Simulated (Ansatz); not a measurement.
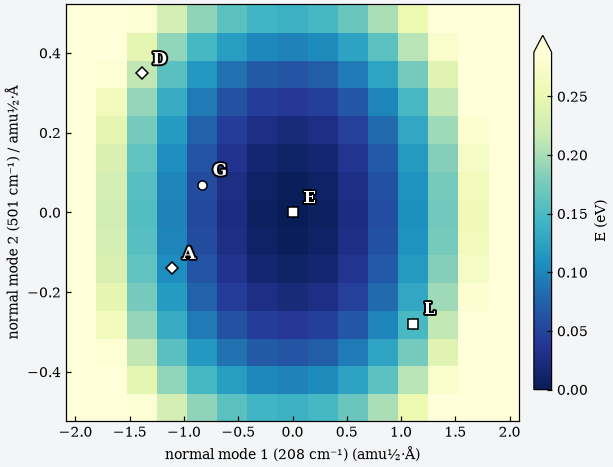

FGaHO, SMILES [O][GaH][F], spin multiplicity 2. Coordinates scanned: (1) normal mode 1 (208 cm⁻¹); (2) normal mode 2 (501 cm⁻¹). Nothing is relaxed (straight displacements along the two mass-weighted modes). The scan uses a 15 × 15 grid; 120 points were computed and 105 follow by symmetry. Points are written as (first, second). Energies: eV, counted from the lowest grid point. Computed with UHF/def2-TZVP (Ansatz).

The picture shows one coloured cell a grid point, one colour for all values above the top of the scale, lettered points.

**Is A the lowest point of the computed grid?**

No. A lies 0.106 eV above the lowest grid point, which is at (0.000 amu½·Å, 0.000 amu½·Å).

**What kind of point is each of A, D, E, G, L: minimum, saddle, maximum or slope?**

A: on a slope; D: on a slope; E: minimum; G: on a slope; L: on a slope. (In these two coordinates alone; a stationary point may lie a little off the grid point.)
